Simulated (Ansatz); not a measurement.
ZrO2 (tetragonal-ZrO2 type, space group P4_2/nmc)

```cif
data_O4Zr2
_chemical_formula_sum 'Zr2 O4'
_space_group_name_H-M_alt 'P 1'
_space_group_IT_number 1
_cell_length_a 3.58446
_cell_length_b 3.58446
_cell_length_c 5.17872
_cell_angle_alpha 90.000
_cell_angle_beta 90.000
_cell_angle_gamma 90.000
loop_
_space_group_symop_operation_xyz
  'x, y, z'
loop_
_atom_site_label
_atom_site_type_symbol
_atom_site_fract_x
_atom_site_fract_y
_atom_site_fract_z
_atom_site_occupancy
Zr1 Zr 0.00000 0.00000 0.00000 1
Zr2 Zr 0.50000 0.50000 0.50000 1
O1 O 0.00000 0.50000 0.20116 1
O2 O 0.00000 0.50000 0.70116 1
O3 O 0.50000 0.00000 0.29884 1
O4 O 0.50000 0.00000 0.79884 1
```

The volume is varied about the relaxed value V₀ at fixed cell shape. The atoms relax within the cell's symmetry.

Level of theory: PBEsol (plane waves to 420 eV, PAW, scalar-relativistic; Ansatz, a program for electronic structure). k mesh 9×9×7 (Γ-centred), Fermi-Dirac smearing 0.05 eV. E stands for the smeared free energy. With the shape held, the modulus is that of even scaling; a crystal free to change shape is softer. The PAW data are Ansatz's earlier set. This is a high-temperature form of ZrO2. ZrO2 is run without spin polarisation. ZrO2 was relaxed with its symmetry unable to fall. ΔE is measured from the relaxed starting cell.

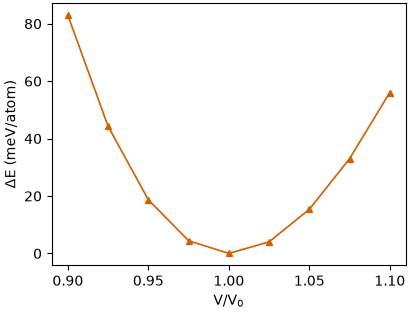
Figure. ΔE (meV/atom) against V/V₀; markers are the computed points, lines only join them.

Question: What is ΔE at V/V₀ = 0.900?

Answer: About 83 meV/atom.

Question: What is ΔE at V/V₀ = 1.100?

Answer: About 56 meV/atom.

Question: What bulk modulus at fixed cell shape B₀ follows from a third-order Birch-Murnaghan fit?

Answer: About 200 GPa.

(Under strain, the slope of the energy per volume gives the stress and its curvature an elastic modulus.)
